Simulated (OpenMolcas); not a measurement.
**SiN2H5 (SMILES N[SiH]N): methods side by side**

SiN2H5: 8 atoms, total charge 0, spin state doublet. SMILES: `N[SiH]N`. The shape is that of a PBE0-D4/def2-TZVP optimisation. This is one conformer, not always the lowest.

```jsonl
{"atom": "N", "x (Å)": "-1.0270", "y (Å)": "0.6221", "z (Å)": "-0.7683"}
{"atom": "Si", "x (Å)": "0.5277", "y (Å)": "0.5799", "z (Å)": "-0.0507"}
{"atom": "N", "x (Å)": "0.7895", "y (Å)": "-1.0526", "z (Å)": "0.4251"}
{"atom": "H", "x (Å)": "-1.8179", "y (Å)": "0.1445", "z (Å)": "-0.3646"}
{"atom": "H", "x (Å)": "-1.2966", "y (Å)": "1.3494", "z (Å)": "-1.4068"}
{"atom": "H", "x (Å)": "0.7164", "y (Å)": "1.3541", "z (Å)": "1.2251"}
{"atom": "H", "x (Å)": "0.7308", "y (Å)": "-1.7940", "z (Å)": "-0.2552"}
{"atom": "H", "x (Å)": "1.4689", "y (Å)": "-1.2605", "z (Å)": "1.1395"}
```

Quantity: the dipole moment, in D. The values are calculated.

| level | kind | program | value (D) | CPU time |
| --- | --- | --- | --- | --- |
| UHF/def2-SVPD | Hartree–Fock | OpenMolcas | 0.82 | 15 s |
| USVWN5/def2-SVPD | LDA | OpenMolcas | 1.15 | 46 s |
| UBLYP/def2-SVPD | GGA | OpenMolcas | 1.08 | 69 s |
| U-r2SCAN/def2-SVPD | meta-GGA | OpenMolcas | 1.11 | 94 s |
| UTPSS/def2-SVPD | meta-GGA | OpenMolcas | 1.13 | 100 s |
| UB3LYP/def2-SVPD | global hybrid | OpenMolcas | 1.00 | 71 s |
| UBHLYP/def2-SVPD | global hybrid | OpenMolcas | 0.89 | 69 s |
| UPBE0/def2-SVPD | global hybrid | OpenMolcas | 1.03 | 69 s |

The values span 0.82 to 1.15 D. Magnitudes only. Times are those of the runs behind each value, whatever else they computed, on shared processors of several kinds: orders of magnitude only.

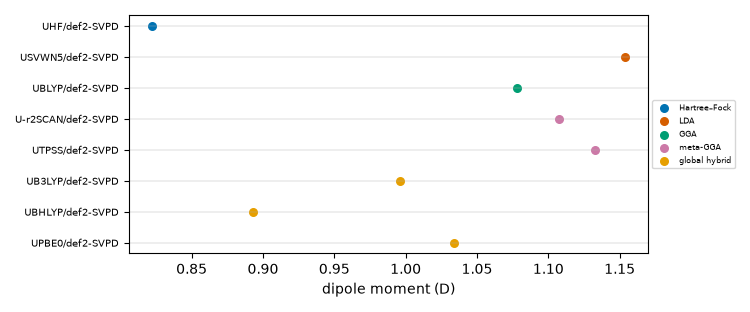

The values of the table, level by level.
